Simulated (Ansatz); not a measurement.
## Electronic structure of C₂H₆F₃NSi (SMILES CN(C)[Si](F)(F)F) in real space

```yaml
atoms:
  - { symbol: C, position_ang: [-0.8591, -0.3696, 1.1537] }
  - { symbol: N, position_ang: [-0.0093, -0.1191, 0.0094] }
  - { symbol: C, position_ang: [1.3312, -0.6488, 0.1377] }
  - { symbol: Si, position_ang: [-0.4438, 0.9334, -1.2160] }
  - { symbol: F, position_ang: [0.3268, 0.5695, -2.5425] }
  - { symbol: F, position_ang: [-0.1297, 2.4608, -0.9550] }
  - { symbol: F, position_ang: [-1.9991, 0.8640, -1.4651] }
  - { symbol: H, position_ang: [-1.8637, 0.0189, 0.9820] }
  - { symbol: H, position_ang: [-0.9439, -1.4472, 1.3354] }
  - { symbol: H, position_ang: [-0.4609, 0.0971, 2.0633] }
  - { symbol: H, position_ang: [1.2981, -1.7329, 0.2954] }
  - { symbol: H, position_ang: [1.8645, -0.1993, 0.9847] }
  - { symbol: H, position_ang: [1.9094, -0.4619, -0.7681] }
```

Geometry: PBE0-D4/def2-TZVP.

Method: RKS PBE0-D4/def2-TZVPP (Ansatz).

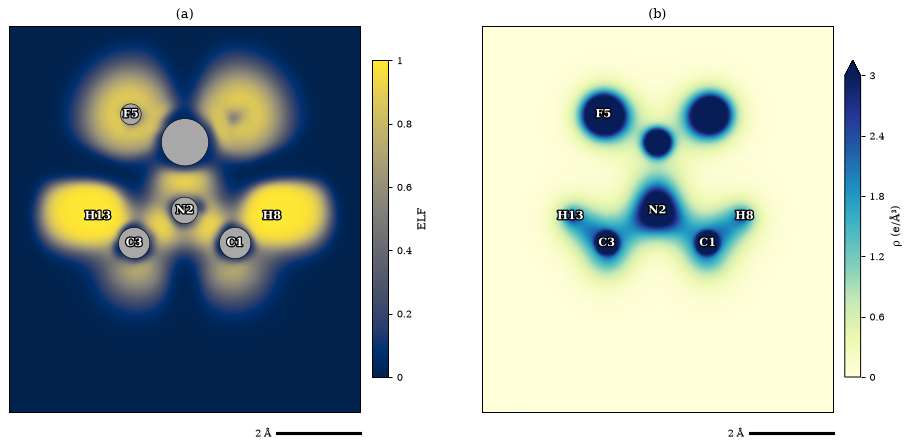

Figure 1. (a) ELF; (b) total electron density on the plane of atoms N2, C3 and H13. Grey discs cover the atomic cores in the ELF map.

Interpret the plot.

Answer. The section cuts through C, N, F and H sites. C–N (1.45 Å): the density is about 1.9 e/Å³ at the midpoint; the ELF peaks at about 0.90 between the atoms; localised, covalent bonding. C–H (1.09 Å): ρ at the midpoint is about 2 e/Å³; the ELF climbs to about 1 towards the hydrogen, as it does in any bond to H; a covalent bond by its length. The ELF also peaks beside F5 and F7, away from the bonds: lone-pair regions.

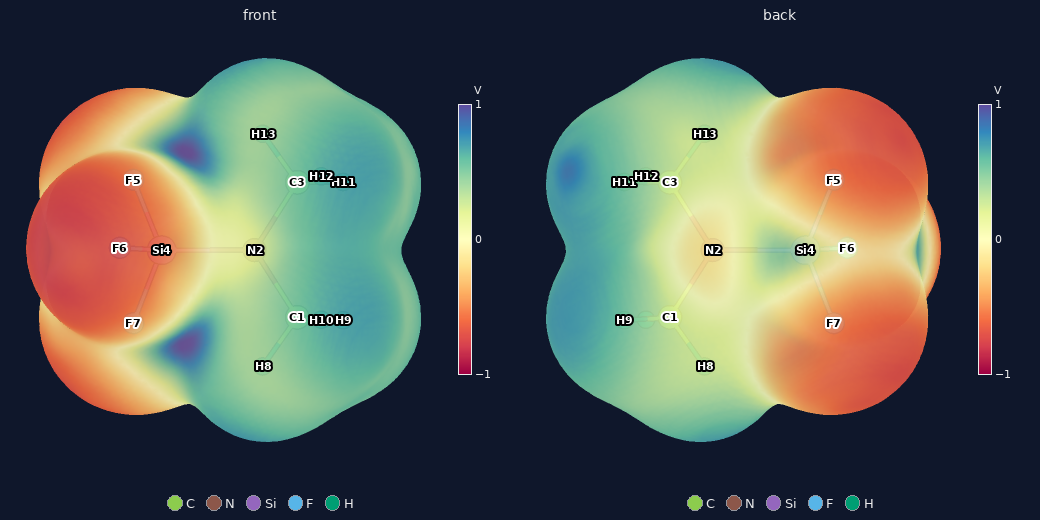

Figure 2. The molecular electrostatic potential painted on the density surface at 0.001 e/bohr³, seen from the front and from behind; red is negative and blue positive.

Which sites attract a positive test charge, and which a negative one?

Answer. A positive charge is drawn to the negative regions and a negative charge to the positive ones. The most negative region (about −0.8 V) lies over F6, the most positive (about +0.9 V) over Si4.

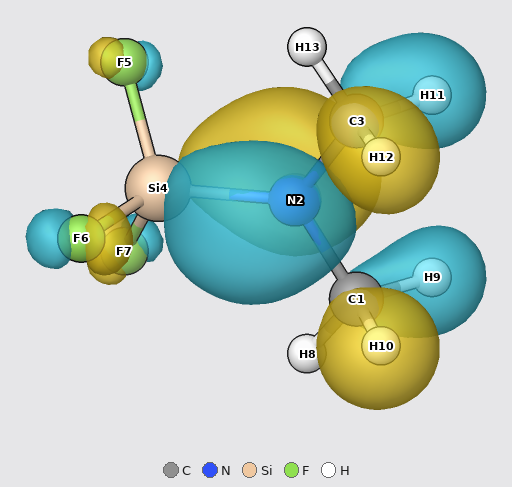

Figure 3. The HOMO at ±0.1 Å⁻³ᐟ² (yellow and cyan are the two phases), seen at a tilt.

Describe this orbital and give its energy.

Answer. It lies mainly on N2 (about 50 %), Si4 (about 10 %), C1 (about 10 %) and C3 (about 10 %). Its energy is −7.28 eV.
